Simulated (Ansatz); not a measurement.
**F2GeH2O: density, localisation and related maps**

```xyz
6

Ge   -0.1571    0.1058   -0.0125
O    -0.4822    0.2128    1.6965
H    -0.2092   -0.5642    2.1988
F     1.5267   -0.1777   -0.2576
H    -0.6256    1.3527   -0.7377
F    -0.8991   -1.3170   -0.6455
```

All numbers below come from RKS PBE0/def2-SVP (Ansatz).

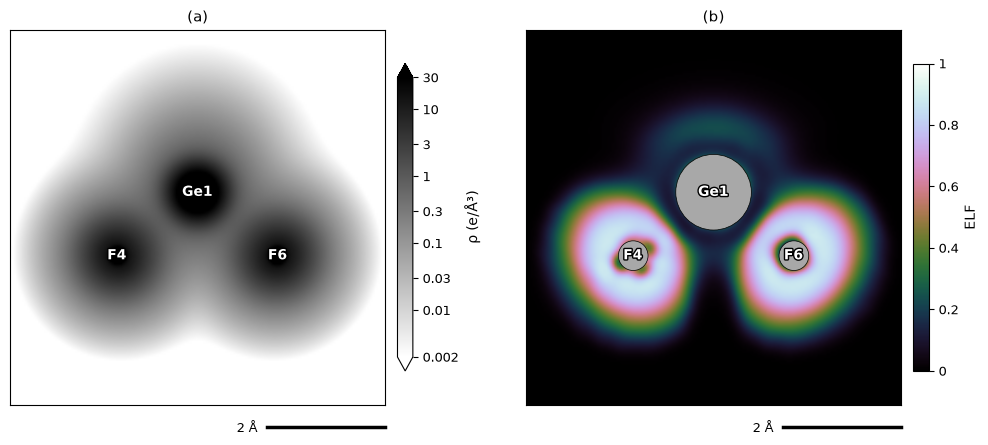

Figure 1. (a) total electron density; (b) ELF on the plane of atoms F4, Ge1 and F6. Grey discs cover the atomic cores in the ELF map.

**Interpret the plot.**

- The section cuts through Ge and F sites.
- Ge–F (1.73 Å): the density is about 0.95 e/Å³ at the midpoint; the ELF peaks at about 0.80 in the valence shell of F, 0.6 Å from its nucleus, and is about 0.25 at the midpoint.
- The ELF also peaks beside F4 and F6, away from the bonds: lone-pair regions.

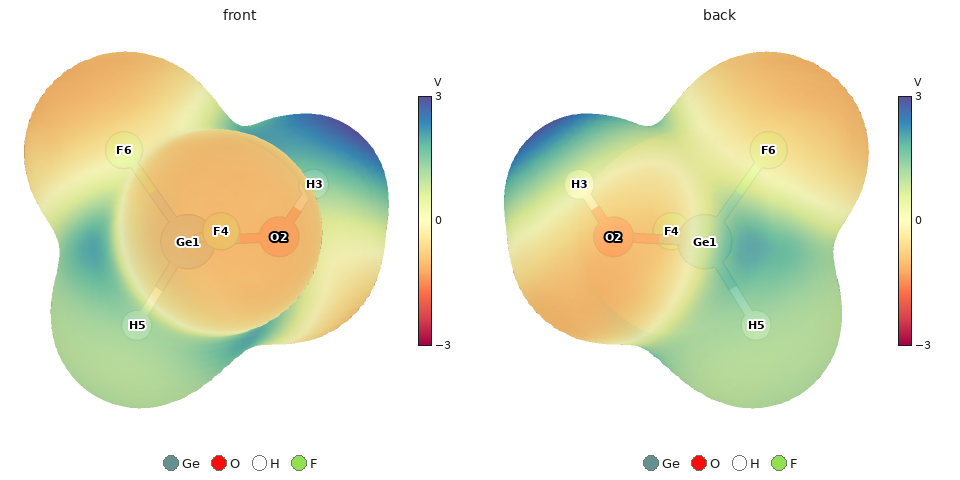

Figure 2. The electrostatic potential painted on the density surface at 0.002 e/bohr³, seen from the front and from behind; red is negative and blue positive.

**Where is the surface potential most negative and most positive?**

The most negative region (about −1.1 V, or −25 kcal/mol for a unit charge) lies over O2, F4 and F6, the most positive (about +2.9 V, or +67 kcal/mol for a unit charge) over H3.

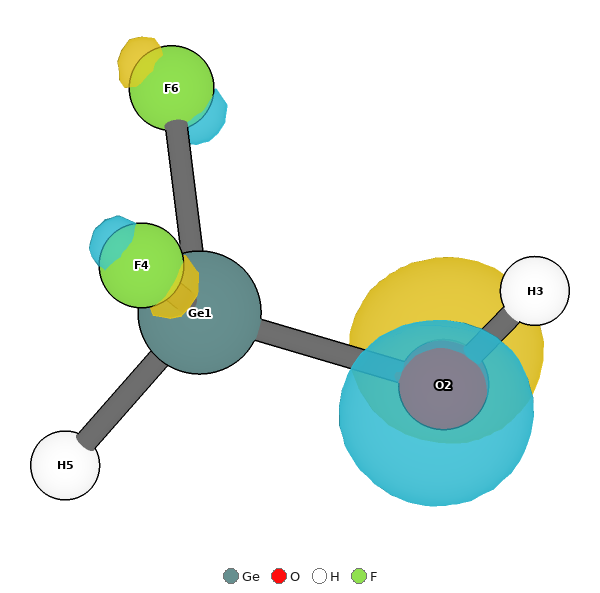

Figure 3. The HOMO at ±0.3 Å⁻³ᐟ² (yellow and cyan are the two phases), seen at a tilt.

**What is the character of this orbital?**

By Hirshfeld shares it lies mainly on O2 (about 80 %); largely a lone pair of O2. Its energy is −9.85 eV.

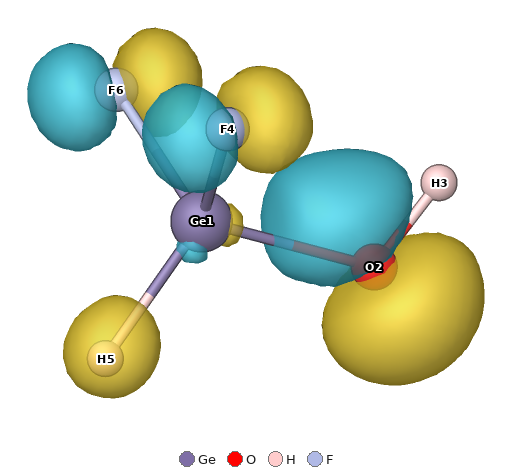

Figure 4. The HOMO−1 at ±0.2 Å⁻³ᐟ² (yellow and cyan are the two phases), seen at a tilt.

**What is the character of this orbital?**

By Hirshfeld shares it lies mainly on O2 (about 50 %), F4 (about 15 %), F6 (about 15 %) and Ge1 (about 10 %); largely a combination of lone pairs on O2, F4 and F6. Its energy is −10.52 eV.
